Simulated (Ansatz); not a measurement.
## Strength of the C–Sn bond: C3H7FSn → C3H5 + SnH2F

Species: C3H7FSn `C=C[CH2][SnH2][F]`, singlet; C3H5 `[CH2]C=C`, doublet; SnH2F `[F][SnH2]`, doublet. 

Shapes, held fixed at every level: PBE0-D4/def2-TZVP. Flexible molecules stand in one conformer, not always the lowest. Programs: Ansatz 0.2.0. The zero-point and thermal change to 298 K, harmonic and unscaled (PBE0-D4/def2-TZVP), is -13.0 kJ/mol.

```json
{"level": "PBE-D4/def2-TZVPP", "kind": "GGA", "ΔH(298 K) (kJ/mol)": "+210.4", "CPU time (sum over the molecules)": "16 s"}
{"level": "B3LYP-D4/def2-TZVPP", "kind": "global hybrid", "ΔH(298 K) (kJ/mol)": "+201.5", "CPU time (sum over the molecules)": "23 s"}
{"level": "BHLYP-D4/def2-TZVPP", "kind": "global hybrid", "ΔH(298 K) (kJ/mol)": "+201.2", "CPU time (sum over the molecules)": "18 s"}
{"level": "PBE0-D4/def2-TZVPP", "kind": "global hybrid", "ΔH(298 K) (kJ/mol)": "+213.5", "CPU time (sum over the molecules)": "18 s"}
{"level": "r2SCAN0-D4/def2-TZVPP", "kind": "global hybrid", "ΔH(298 K) (kJ/mol)": "+193.2", "CPU time (sum over the molecules)": "29 s"}
{"level": "wB97M-V/def2-TZVPP", "kind": "range-separated hybrid", "ΔH(298 K) (kJ/mol)": "+223.7", "CPU time (sum over the molecules)": "70 s"}
{"level": "wB97X-V/def2-TZVPP", "kind": "range-separated hybrid", "ΔH(298 K) (kJ/mol)": "+229.3", "CPU time (sum over the molecules)": "43 s"}
{"level": "B2PLYP/def2-TZVPP", "kind": "double hybrid", "ΔH(298 K) (kJ/mol)": "+211.6", "CPU time (sum over the molecules)": "29 s"}
```

B2PLYP/def2-TZVPP gives ΔH(298 K) = +211.6 kJ/mol; the levels span +193.2 to +229.3. The median of the levels is +211.0. No measured value is set beside it here. Spin contamination: C3H5 (⟨S²⟩ up to 0.95). Open shells run unrestricted unless RO is named. For atoms past krypton def2 sets carry core potentials with scalar relativity. Correlated rows may include outer-core shells of Sn, which these sets cover unevenly. Times are processor times on shared x86 and Arm servers, and rough.

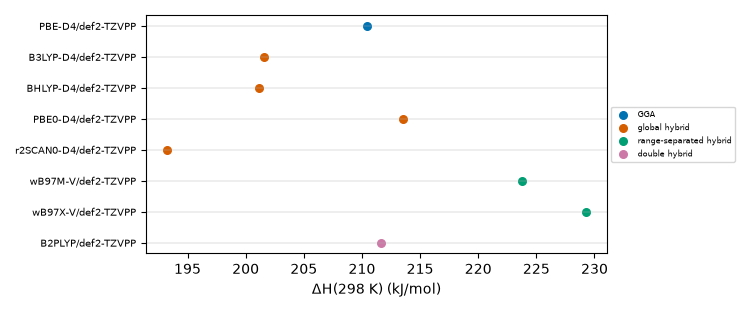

The values of the table, level by level.
